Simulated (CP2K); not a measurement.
**Two attempts at CH6Ge (GeMeH3)**

Aim: a single-point energy of CH6Ge (GeMeH3) at GFN0-xTB.

The calculation is run with CP2K 2026.2.

3 further runs of the same task are left out: 3 set aside as unsound or not needed.

## Step 1: Starting point

CH6Ge: 8 atoms, total charge 0, spin state singlet. SMILES: `[H][Ge]([H])([H])[CH3]`. Geometry: a GFN2-xTB relaxation, a rough one for these elements and not checked as a minimum.

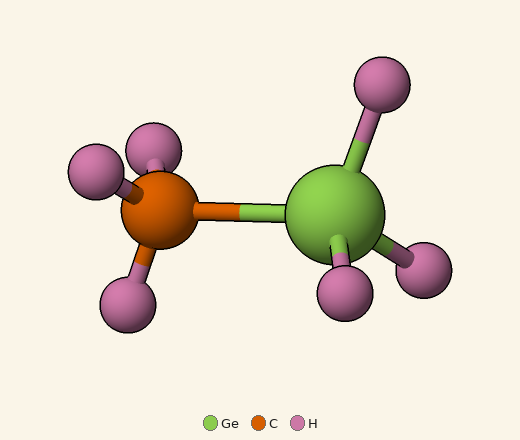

Viewed from a chosen angle; germanium green, carbon orange, hydrogen pink.

## Step 2: Try one

mol.inp

```
&GLOBAL
 PROJECT mol
 RUN_TYPE ENERGY
 PRINT_LEVEL MEDIUM
&END GLOBAL

&FORCE_EVAL
 METHOD Quickstep
 &DFT
  CHARGE 6
  &QS
   METHOD XTB
   EPS_DEFAULT 1.0E-10
   &XTB
    GFN_TYPE 0
    CHECK_ATOMIC_CHARGES F
   &END XTB
  &END QS
  &POISSON
   PERIODIC NONE
   POISSON_SOLVER ANALYTIC
  &END POISSON
  &SCF
   SCF_GUESS ATOMIC
   EPS_SCF 1.0E-07
   MAX_SCF 75
   ADDED_MOS 4
   &DIAGONALIZATION
    ALGORITHM STANDARD
   &END DIAGONALIZATION
   &MIXING
    METHOD DIRECT_P_MIXING
    ALPHA 0.4
   &END MIXING
   &SMEAR ON
    METHOD FERMI_DIRAC
    ELECTRONIC_TEMPERATURE [K] 300
   &END SMEAR
  &END SCF
  &PRINT
   &MOMENTS
    PERIODIC F
    REFERENCE COM
    MAX_MOMENT 1
   &END MOMENTS
   &MO ON
    ENERGIES T
    OCCUPATION_NUMBERS T
    NDIGITS 6
    &EACH
     QS_SCF 0
    &END EACH
    ADD_LAST NUMERIC
   &END MO
   &HIRSHFELD OFF
   &END HIRSHFELD
  &END PRINT
 &END DFT
 &SUBSYS
  &CELL
   ABC 10.4 10.4 10.9
   PERIODIC NONE
  &END CELL
  &COORD
   UNIT bohr
   Ge    -0.0033826     0.0057826    -1.7362048
   C      0.0039873    -0.0065385     1.9651451
   H     -1.9135556     0.0808992     2.6970549
   H      1.0419194     1.6088183     2.6965447
   H      0.8878311    -1.7161170     2.6843182
   H      2.6218249    -0.0441440    -2.7753652
   H     -1.2740534     2.3112862    -2.7577718
   H     -1.3645712    -2.2399680    -2.7737211
  &END COORD
  &TOPOLOGY
   &CENTER_COORDINATES
   &END CENTER_COORDINATES
  &END TOPOLOGY
 &END SUBSYS
&END FORCE_EVAL
```

The run is started by

```
$ OMP_NUM_THREADS=1 cp2k.psmp -i mol.inp > mol.out 2>&1
```

Log:

```text
CP2K| version string:                                       CP2K version 2026.2
[...]
 GLOBAL| Method name                                                        CP2K
[...]
 GLOBAL| Run type                                                         ENERGY
[...]
                             - Atoms:                                          8
[...]
                             - Spherical basis functions:                     25
[...]
 Number of electrons:                                                          8
[...]
  Fermi energy:                                                -0.52531263190307
[...]
 TB_DIPOLE| Moment [Debye]         -0.00414711       0.00493056      -1.75923477
 TB_DIPOLE| Derivative [a.u.]       0.00000000       0.00000000       0.00000000
[...]
 ENERGY| Total FORCE_EVAL ( QS ) energy [hartree]              7.844043649735770
[...]
```

It took 0.22 s on 1 thread of Arm Neoverse V2, shared host.

## Step 3: Reading the log

The run finished; that doesn't make the result usable.

Cause: the charge typed isn't that of the species meant. To mend it: charge 0 in place of 6.

## Step 4: Second attempt

calc.inp

```
&global
  project calc
  run_type ENERGY
  print_level MEDIUM
&end

&force_eval
  method QUICKSTEP
  &dft
    &qs
      method XTB
      eps_default 1.0E-10
      &xtb
        gfn_type 0
        check_atomic_charges F
      &end
    &end
    &poisson
      periodic NONE
      poisson_solver ANALYTIC
    &end
    &scf
      scf_guess ATOMIC
      eps_scf 1.0E-07
      max_scf 150
      added_mos 4
      &diagonalization
        algorithm STANDARD
      &end
      &mixing
        method DIRECT_P_MIXING
        alpha 0.4
      &end
      &smear ON
        method FERMI_DIRAC
        electronic_temperature [K] 300
      &end
    &end
    &print
      &moments
        periodic F
        reference COM
        max_moment 1
      &end
      &mo ON
        energies T
        occupation_numbers T
        ndigits 6
        &each
          qs_scf 0
        &end
        add_last NUMERIC
      &end
      &hirshfeld OFF
      &end
    &end
  &end
  &subsys
    &cell
      abc 10.4 10.4 10.9
      periodic NONE
    &end
    &coord
      UNIT bohr
      Ge    -0.0033826     0.0057826    -1.7362048
      C      0.0039873    -0.0065385     1.9651451
      H     -1.9135556     0.0808992     2.6970549
      H      1.0419194     1.6088183     2.6965447
      H      0.8878311    -1.7161170     2.6843182
      H      2.6218249    -0.0441440    -2.7753652
      H     -1.2740534     2.3112862    -2.7577718
      H     -1.3645712    -2.2399680    -2.7737211
    &end
    &topology
      &center_coordinates
      &end
    &end
  &end
&end
```

The run is started by

```
$ OMP_NUM_THREADS=1 cp2k.psmp -i calc.inp -o calc.out
```

Log:

```text
CP2K| version string:                                       CP2K version 2026.2
[...]
 GLOBAL| Method name                                                        CP2K
[...]
 GLOBAL| Run type                                                         ENERGY
[...]
                             - Atoms:                                          8
[...]
                             - Spherical basis functions:                     25
[...]
 Number of electrons:                                                         14
[...]
  Fermi energy:                                                -0.19282829623599
[...]
 TB_DIPOLE| Moment [Debye]          0.00182588      -0.00290882       0.90620925
 TB_DIPOLE| Derivative [a.u.]       0.00000000       0.00000000       0.00000000
[...]
 ENERGY| Total FORCE_EVAL ( QS ) energy [hartree]             -7.561420254573341
[...]
```

It took 0.22 s on 1 thread of Arm Neoverse V2, shared host.

## Step 5: Outcome

Level: GFN0-xTB.

| quantity | value |
| --- | --- |
| total energy | -7.56142 Eh |
| dipole moment (from atomic charges alone) | 0.91 D |
| HOMO energy | -12.59 eV |
| LUMO energy | -4.33 eV |
| HOMO–LUMO gap | 8.26 eV |
| dispersion energy | -4.25 kJ/mol |

What this shows: The dipole comes from point charges on the atoms alone, without atomic dipoles, so it is partial.
